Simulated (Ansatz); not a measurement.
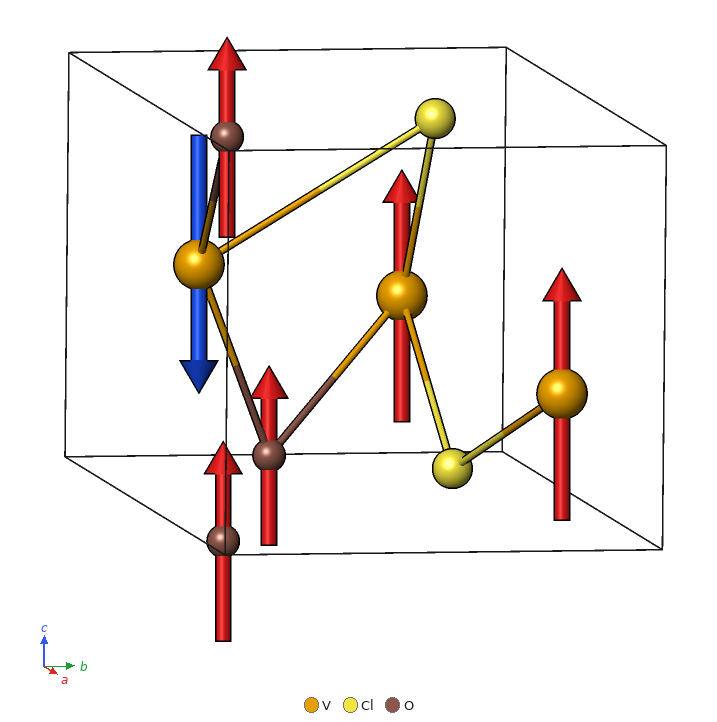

An orthographic ball-and-stick view of the structure, slightly off an axis. The lines enclose the simulation cell; boundary atoms appear with their images. Arrows are the site magnetic moments above 0.25 μB; longer means larger, and red and blue are up and down (without spin-orbit coupling the axis itself is arbitrary).

This is the lowest state found for VClO. The numbers come from DFT, PAW plane waves, r2SCAN in Ansatz 0.2.0, using a cutoff energy of 500 eV, a 4×4×4 k-point mesh, Methfessel-Paxton smearing of 0.053 eV, collinear spins.

> What order do the moments form, and how large are they?

Antiferromagnetic (within this cell). Site moments: 1 V +2.4 μB, 1 V −2.5 μB and 2 O +0.6 to +1.1 μB. The net spin moment of the whole cell is 2.0 μB, including what lies between the atoms and on sites without an arrow.

Shown is a made-up disordered cell, as it stood before any relaxation. It was the input of a calculation with Ansatz.

At this level of theory the cell isn't at rest (forces up to 5.7 eV/Å), so its distances can differ from those at equilibrium, the more so the softer the solid, and its magnetic state may change on relaxation.
